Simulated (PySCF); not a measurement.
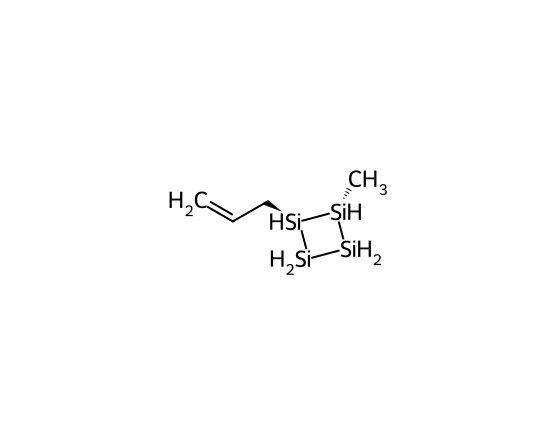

2D structure.

Write the SMILES.

C=CC[Si@@H]1[SiH2][SiH2][Si@H]1C

What is the molecular formula?

C4H14Si4.

An optimisation with PBE0-D3(BJ)/def2-SVP gave a structure of which point group?

C1.

More results for the same structure follow; atom numbers are the same in all pictures, views and colours differ. The computed structure is the end point of a PBE0-D3(BJ)/def2-SVP optimisation. No frequency run is at hand to confirm it as a minimum.

### Electronic properties

No frequency run is at hand to confirm it as a minimum. Level of theory: ωB97X-D/def2-SVPD, gas phase (PySCF 2.14.0). Excitations: vertical, linear response.

What is the LUMO energy (Kohn–Sham orbital)?

0.84 eV.

Give the brightest of the 10 lowest singlets at this level.

6.30 eV.

Give the lowest vertical singlet excitation at this level.

5.00 eV.

Give the HOMO energy (Kohn–Sham orbital) at this level.

−8.69 eV.

### Ring current

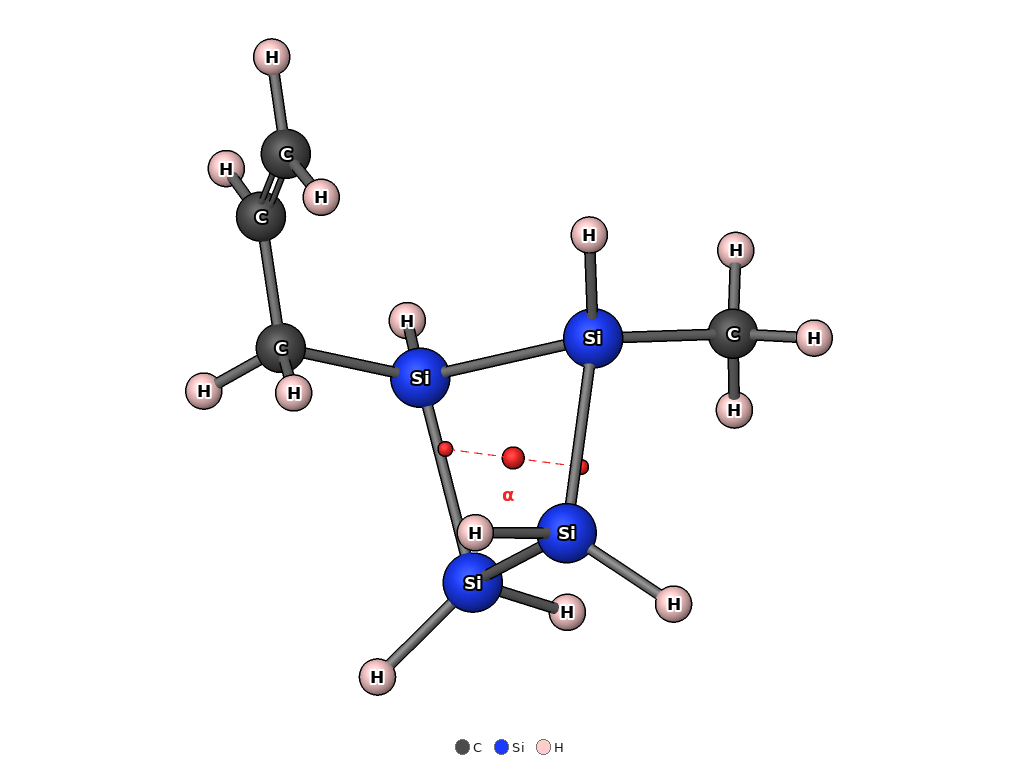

The small points mark where nucleus-independent chemical shifts (NICS) were computed: at the centre of each lettered ring and 1 Å above and below it. No frequency run is at hand to confirm it as a minimum. Level of theory: GIAO PBE0/pcSseg-1 NMR shielding, non-relativistic, gas phase (PySCF 2.14.0).

Give NICS(0), NICS(1) and the out-of-plane component NICS(1)zz for each ring (means of the two sides).

| ring | members | NICS(0) | NICS(1) | NICS(1)zz |
| --- | --- | --- | --- | --- |
| α | Si4 | −2.2 | −3.0 | 1.8 |

Values in ppm.

### Charges

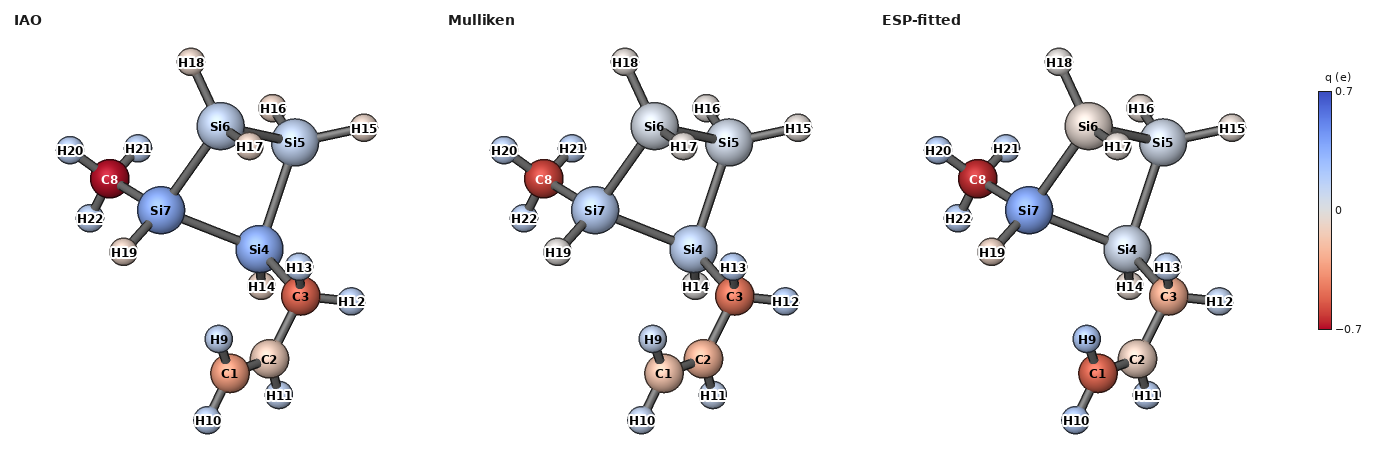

Atomic charges of one calculation by 3 schemes, on one colour scale. No frequency run is at hand to confirm it as a minimum. Level of theory: PBE0/pcSseg-1 (PySCF 2.14.0).

Which scheme gives the most polar picture (largest mean size of the charges)?

The IAO charges are the largest in size here, and the Mulliken charges the smallest.

On which atom do the schemes disagree most?

On C1 (from −0.50 to −0.17 e).

List the charges (e), one line for each set of equivalent atoms.

| atom | IAO | Mulliken | ESP-fitted |
| --- | --- | --- | --- |
| C1 | −0.33 | −0.17 | −0.50 |
| C2 | −0.12 | −0.24 | −0.10 |
| C3 | −0.51 | −0.45 | −0.26 |
| Si4 | 0.33 | 0.14 | 0.08 |
| Si5 | 0.13 | 0.06 | 0.07 |
| Si6 | 0.13 | 0.05 | −0.05 |
| Si7 | 0.35 | 0.17 | 0.36 |
| C8 | −0.68 | −0.59 | −0.65 |
| H9 | 0.14 | 0.12 | 0.20 |
| H10 | 0.15 | 0.12 | 0.19 |
| H11 | 0.14 | 0.12 | 0.16 |
| H12 | 0.16 | 0.17 | 0.12 |
| H13 | 0.15 | 0.17 | 0.13 |
| H14 | −0.09 | −0.01 | −0.05 |
| H15 | −0.08 | −0.02 | −0.04 |
| H16 | −0.08 | −0.02 | −0.04 |
| H17 | −0.08 | −0.02 | −0.03 |
| H18 | −0.08 | −0.02 | −0.01 |
| H19 | −0.09 | −0.01 | −0.09 |
| H20 | 0.16 | 0.15 | 0.17 |
| H21 | 0.15 | 0.15 | 0.16 |
| H22 | 0.16 | 0.15 | 0.17 |

Mulliken values depend strongly on the basis set and can even reverse the polarity of a bond.
